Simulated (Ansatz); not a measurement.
Take SiC in the zinc blende structure (space group F-43m, No. 216; a = 4.356 Å) as the base. Axes: x, y, z lie along the cube axes.

Now apply this change: tensile biaxial strain of 0.50 % in the plane normal to [001], as in epitaxy on a mismatched substrate; the out-of-plane cell vector and the atoms relax.

Method: r2SCAN in Ansatz (plane waves to 500 eV, PAW, no SOC).

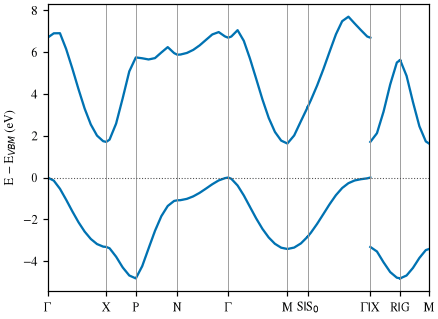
Figure: Highest valence and lowest conduction band along the path of the changed cell's own zone

Task: Read the changed gap and its character from the plot.

Result: About 1.6 eV, indirect, Γ → M.

No phonon test of stability was made. k-point labels follow each cell's own Brillouin zone.

Ansatz is a quantum-chemistry and plane-wave program.
